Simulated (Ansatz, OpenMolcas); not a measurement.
**How methods differ on CuOH (SMILES [Cu]O)**

CuOH, singlet, SMILES `[Cu]O`. Each level relaxes the structure for itself.

Quantity: the zero-point energy at each level's own minimum, in kJ/mol. The values are calculated.

```tsv
level	kind	program	value (kJ/mol)
HF/3-21G	Hartree–Fock	OpenMolcas	33.6
HF/cc-pVTZ	Hartree–Fock	OpenMolcas	32.4
PBE0/def2-SVP	global hybrid	OpenMolcas	31.6
B3LYP/6-31G* (Cartesian functions)	global hybrid	OpenMolcas	31.7
PBE0-D4/def2-TZVP	global hybrid	Ansatz	31.4
```

Harmonic and unscaled. The values span 31.4 to 33.6 kJ/mol. Without the sets that lack polarisation functions the rows with a basis span only 31.4 to 32.4 kJ/mol.

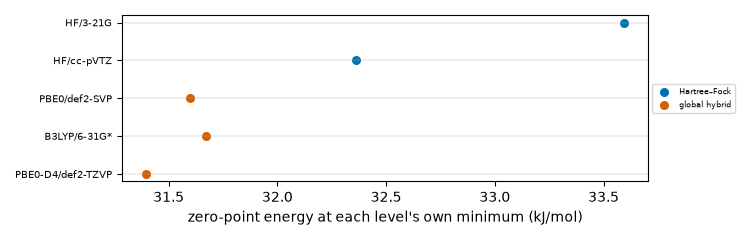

The values of the table, level by level.
